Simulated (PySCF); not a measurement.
C5H6Cl2O2

```xyz
15

O     3.0156   -0.1695    0.6765
C     2.3564    0.3787   -0.1388
Cl    3.1278    1.4377   -1.3351
C     0.8787    0.3188   -0.3375
C     0.2193   -0.6188    0.6744
C    -1.2874   -0.7396    0.4479
C    -2.0126    0.5386    0.7186
O    -1.5731    1.5833    1.0595
Cl   -3.7586    0.3548    0.4663
H     0.4820    1.3312   -0.2323
H     0.6805   -0.0037   -1.3624
H     0.4098   -0.2439    1.6804
H     0.6711   -1.6084    0.5965
H    -1.5059   -1.0456   -0.5780
H    -1.7080   -1.5057    1.1027
```

Geometry: GFN2-xTB.

The calculation used PySCF, PBE0/def2-SVPD, SCF density, gas phase.

**What will maps of the electron density and electron localisation function show?**

C–O (1.18 Å): ρ is about 3.5 e/Å³ halfway; the ELF peaks at about 0.85 between the atoms (a short, multiple covalent bond).
C–C (1.49 Å): the density is about 1.8 e/Å³ at the midpoint; the ELF peaks at about 0.95 between the atoms: a covalent bond.
C–Cl (1.77 Å): ρ at the midpoint is about 1.3 e/Å³; the ELF peaks at about 0.85 between the atoms: localised, covalent bonding.
C–H (1.09 Å): the density is about 1.9 e/Å³ at the midpoint; the ELF climbs to about 1 towards the hydrogen, as it does in any bond to H; an ordinary covalent bond to hydrogen.

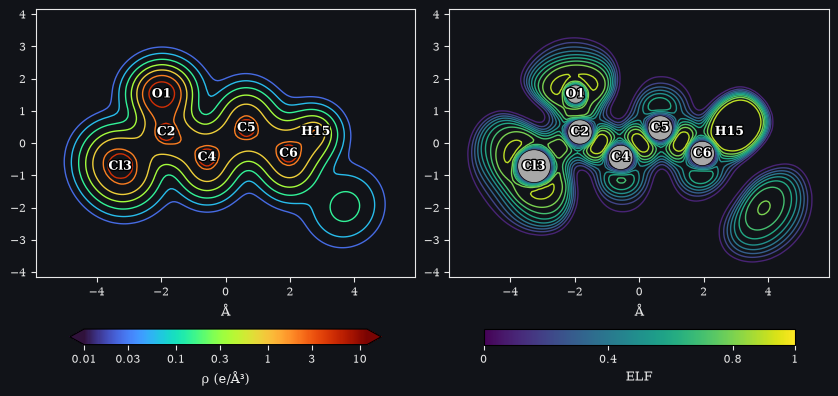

Computed electron density and electron localisation function on the plane of atoms C4, C5 and C6, in this order. Grey discs cover the atomic cores in the ELF map. 
